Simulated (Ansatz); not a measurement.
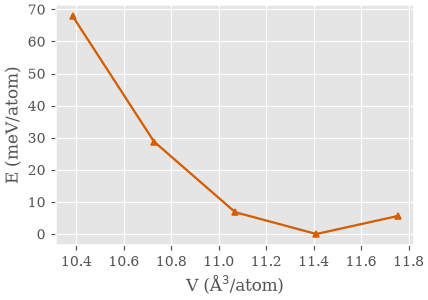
Fig. 1. HfO$_{2}$ in space group Pca2_1 (No. 29; Hf on 4a, O on 4a, O on 4a) under volume change, DFT-PBE in the program Ansatz with PAW potentials, shape and atoms relaxed at each volume.

Question: What does a third-order Birch–Murnaghan fit give for V₀, B₀ and B′?

Answer: V₀ = 11.43 Å³/atom, B₀ = 191 GPa, B′ = 4.4.

The cell was relaxed with PBE under the symmetry of its start. The run is not spin-polarised. Spin–orbit coupling is left out wherever it is not named.

Potentials: the earlier of the program's two PAW sets.
